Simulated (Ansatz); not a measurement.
Input

```
crystal:
  periodic: [false, false, false]
  atoms:
    - { symbol: Si, position_ang: [0.212384, 0.005701, -0.100924] }
    - { symbol: F, position_ang: [0.17876, -0.04638, 1.490436] }
    - { symbol: F, position_ang: [1.741204, 0.037728, -0.514547] }
    - { symbol: H, position_ang: [-0.470492, 1.163184, -0.618313] }
    - { symbol: F, position_ang: [-0.391198, -1.356098, -0.631664] }
    - { symbol: Cl, position_ang: [-2.830822, 0.139546, 1.261542] }
    - { symbol: H, position_ang: [-1.849636, -0.04968, 2.12347] }
basis:
  gaussian: { orbitals: def2-SVP }
hamiltonian:
  xc: hf
relax:
  f_tol: 0.03
  max_steps: 50
output:
  orbitals: {}
```

Command:

```sh
ansatz run input.yaml --threads 1 --pin off --max-ram 2048MiB --backend cpu --events-out ev --progress --plain --runs-dir out
```

The fields are those of the run's last geometry, not of the input's.

Level of theory: Ansatz 0.2.0, RHF/def2-SVP.

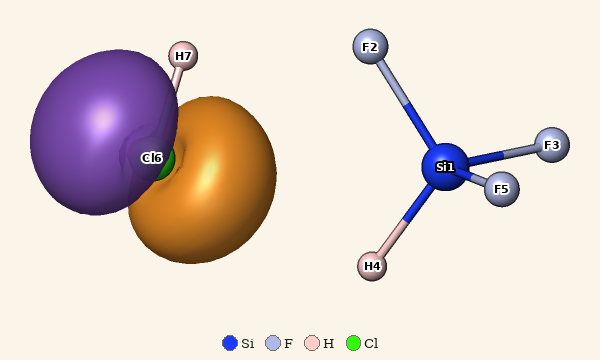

F3HSi···HCl. The HOMO−1 at ±0.2 Å⁻³ᐟ² (orange and purple are the two phases), seen at a tilt.

Where does this orbital lie, and at what energy?

It lies mainly on Cl6 (about 95 %); largely a lone pair of Cl6. Its energy is −12.89 eV.
